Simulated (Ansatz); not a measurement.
Generalised stacking fault of ZnSe (zinc blende) on the {111} plane, glide cut. The cell below holds the perfect crystal with the plane normal along z; tilting its third vector by the shift puts one fault into each cell, between planes 0.83 Å apart, at fixed cell height.

```
CELL_PARAMETERS angstrom
      4.05385     0.00000     0.00000
      2.02692     3.51073     0.00000
      0.00000     0.00000     9.92986
ATOMIC_POSITIONS crystal
  Se 0.66667 0.66667 0.04167
  Se 0.33333 0.33333 0.37500
  Se 0.00000 0.00000 0.70833
  Zn 0.00000 0.00000 0.95833
  Zn 0.66667 0.66667 0.29167
  Zn 0.33333 0.33333 0.62500
```

In-plane vectors a = (4.054, 0.000) Å, b = (2.027, 3.511) Å, area 14.23 Å². The shift is s times the vector a + b (length 7.021 Å), so s = 1 restores the start. Atoms relax along the normal only. γ = [E(shift) − E(0)] / area.

Calculation: PBE (plane waves to 420 eV, PAW, scalar-relativistic; Ansatz, an electronic-structure program). k mesh 8×8×3 (Γ-centred), Fermi-Dirac smearing 0.05 eV. E is the zero-smearing estimate. Some relaxations began with atoms very close together and may have settled on another branch. As the smearing reaches across the gap at some points, the k mesh leaves noise in γ, roughly 0.02 J/m² as judged from a few cases. Faults lie only 9.9 Å apart, and holding the cell height raises γ above its relaxed value. ZnSe was relaxed with its symmetry unable to fall. The zero of γ is zero shift.

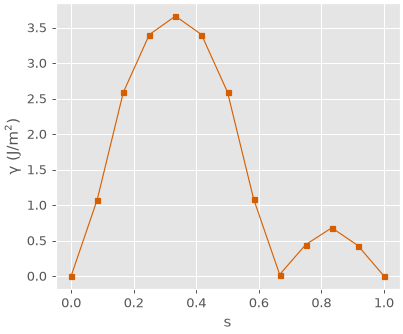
Figure: γ (J/m²) against s; computed points joined by lines (the last repeats the first, one period on).

The highest computed γ on the line is 3.66 J/m², the steepest slope dγ/d(shift) before the first maximum (spline) comes out as 28 GPa and the γ at the intrinsic stacking fault, s = 0.667 comes out as 0.02 J/m². The lower barrier from zero shift into that minimum (unstable fault energy, highest computed point) comes out as 0.68 J/m². Local minima between the ends: s = 0.667.

A slope of 1 mJ/m² per Å is 0.01 GPa.

(The slope of γ gives the shear force per area between the displaced halves; near zero shift its curvature is an elastic stiffness.)
